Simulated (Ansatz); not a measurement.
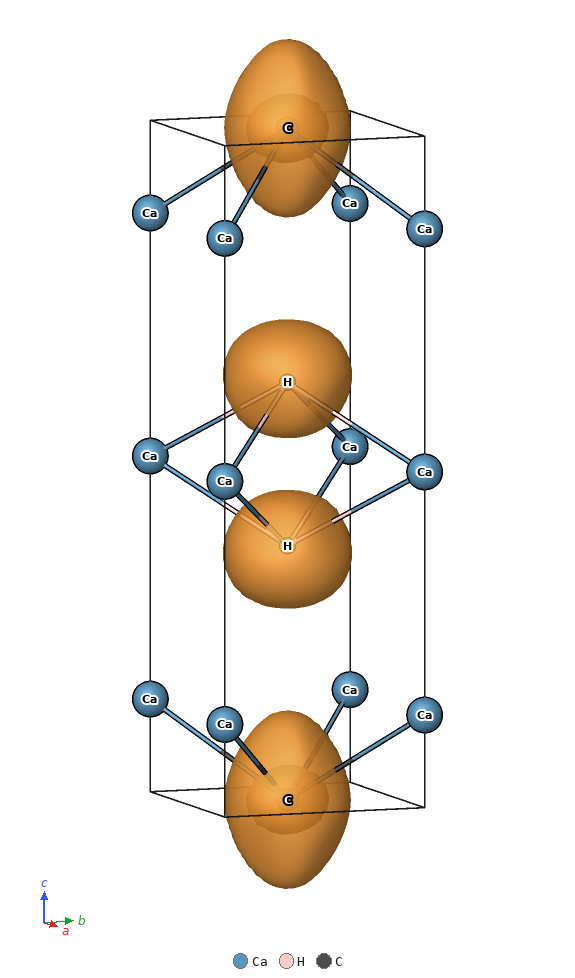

The picture shows: Ca$_{3}$H$_{2}$C. Isosurface of the electron localisation function at 0.75 (orange), seen slightly off an axis. Only the valence region is drawn (cores and ρ < 0.01 e/Å³ removed). Sticks mark near contacts.

Space group P4/mmm; a structure generated by program, which may or may not match a known phase.

All numbers below come from DFT PBE, scalar-relativistic, plane waves, PAW in Ansatz 0.2.0.

In a PAW calculation such maps are meaningful between the atoms, not at the nuclei.

Where are the electrons localised?

At this value the surface marks out two regions around hydrogen nuclei and one region wrapped around C (its valence shell), counted in one cell of 6 atoms. Any copies at cell faces, edges or corners count once. Profiles from the grid: Ca–H (2.55 Å): the ELF climbs to about 1 towards the hydrogen. Ca–C (2.63 Å): the ELF peaks at about 0.80 in the valence shell of C, 0.8 Å from its nucleus, and is about 0.20 at the midpoint: no shared electron pair shows on this line.
